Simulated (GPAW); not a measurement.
Consider KMnF3 (Pm-3m).

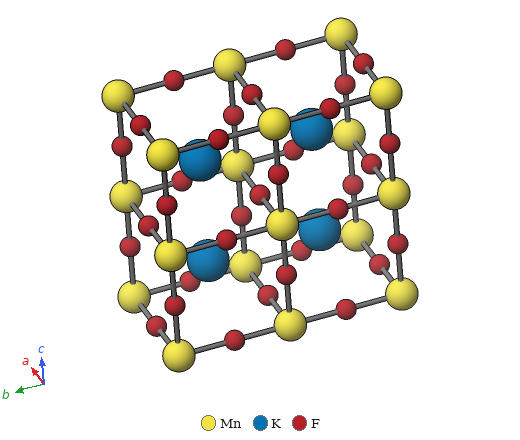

The structure (manganese yellow, potassium blue, fluorine red). 1×2×2 cells are drawn. Some periodic images of atoms are drawn too.

```xyz
5
Lattice="4.1893 0.0000 0.0000 0.0000 4.1893 0.0000 0.0000 0.0000 4.1893" Properties=species:S:1:pos:R:3 pbc="T T T"
Mn    0.0000    0.0000    0.0000
K     2.0947    2.0947    2.0947
F     0.0000    0.0000    2.0947
F     0.0000    2.0947    0.0000
F     2.0947    0.0000    0.0000
```

Absorber: atom 3, with 2 Mn at 2.09 Å (linear, site symmetry 4/mmm). Method: GPAW, LDA + U (Mn 4 eV), full core hole (charged cell), 20-atom cell with 7.3 Å between holes, 3×3×3 k points, dipole transitions, Gaussian full width 0.9 eV up to 4 eV, rising linearly to 3.5 eV at 25 eV.

Question: Predict the near-edge structure at the F K edge.

Main maxima up to 24 eV above the zero (height): 2.4 eV (1.84), 3.8 eV (2.51), 5.8 eV (1.70) and 15.9 eV (1.29). A K edge sees empty p states; the first features are F p mixed into the empty d states of the Mn neighbours, and the broad ones above probably into the cations' higher empty bands. The total-energy difference plus the lowest empty eigenvalue puts the zero at 679.91 eV. The functional and the charged cell's background leave an error in such absolute values: in the free atom LDA prices this hole 4.7 eV below PBE (computed apart), and PBE is itself good to a few eV.

The F K spectrum (energy from the lowest empty level; intensity scaled to a mean of 1 over the first 20 eV):

```tsv
E (eV)	intensity
-2.0	0.00
-0.5	0.00
1.0	0.09
2.5	1.81
4.0	2.40
5.5	1.65
7.0	1.06
8.5	0.92
10.0	0.84
11.5	0.45
13.0	0.35
14.5	0.86
16.0	1.29
17.5	0.95
19.0	0.62
20.5	0.65
22.0	0.94
23.5	1.12
25.0	1.16
26.5	1.24
28.0	1.42
29.5	1.48
31.0	1.20
```

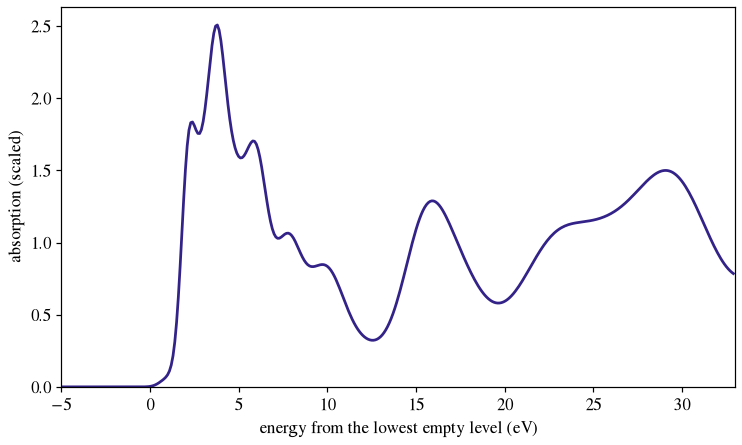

The F K edge.

The hole lies in one spin channel, while the script sums the empty states of both and takes the lower zero; where the two channels are split, this blurs and shifts the curve. The spins start ferromagnetically in a simple order, which needn't be the measured one; gap and edge can depend on it. The mesh is coarse (0.35 Å⁻¹ between points), so small maxima may be mesh ripples. Lifetime broadening is put in by hand, and intensities beyond about 20 eV depend on it and on the partial waves. The structure is a published determination, not relaxed.

[Banner, clock and machine lines of the logs are left out without a mark of their own.]

[Logs are printed without paths, hosts, clocks, repeated set-up lines and the standing remarks that a program may print on its own settings, such as how far it seeks lower states.]

[Hosts, paths, dates, database ids (printed as entryN), source tags and the programs' standing remarks are cut or masked in the printed files.]

[Lists of maxima count a maximum above −3 eV only where it reaches 4 % of the highest in the window and stands out from its surroundings by 2 % of it (1.5 % where it reaches 55 %); shoulders and weaker maxima are passed over, and of the rest the first, up to two pre-edge ones and the few strongest are named.]
